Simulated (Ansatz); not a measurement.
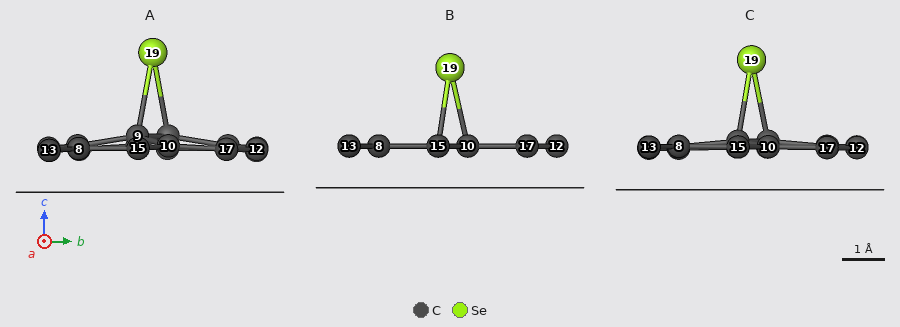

3 geometries from one relaxation of a slab of composition C₁₈Se, in shuffled order. Style: ball-and-stick. Shown: the cell of the calculation, outlined in the plane, without the vacuum (origin shifted), along the a axis.

It is Se on graphene monolayer, set down by a guess. The run prepares an end point of a later path (adatom hop) calculation, from a guessed geometry.

Theory: DFT PBE, scalar-relativistic, plane waves, PAW in Ansatz. (plane-wave cutoff 420 eV; k-point mesh 2 × 2 × 1; occupations fermi dirac; smearing width 0.02 eV; no spin polarisation; atoms relaxed in a fixed cell; force threshold 0.03 eV/Å; at most 60 steps)

Order the frames from highest to lowest energy.

Answer. B, C, A. They are steps 0, 1, 4, at +1.039 eV per cell of the calculation, +0.212 eV per cell of the calculation relative to the last. The energy falls by 1.039 eV per cell of the calculation in 4 geometry steps. The largest force component goes from 3.9 to 0.013 eV/Å. The atom that moves furthest relative to the layer's centre is the Se atom (0.37 Å at 13° to the normal (+c side)). By element the largest moves are Se 0.37 Å, C 0.24 Å. The cell doesn't change. Among the contacts that change: C–Se 2.615 → 2.939 Å, C–Se 2.008 → 2.134 Å, C–C 1.424 → 1.468 Å, C–C 1.424 → 1.397 Å. Among the angles between lasting bonds that change: C–C–Se 97.8° → 108.4°, C–C–Se 102.3° → 108.4°, C–C–Se 102.6° → 108.4°.

Limits of the set-up: the periodic images lie only 7.4 Å apart, so the values are limited by the cell's size.
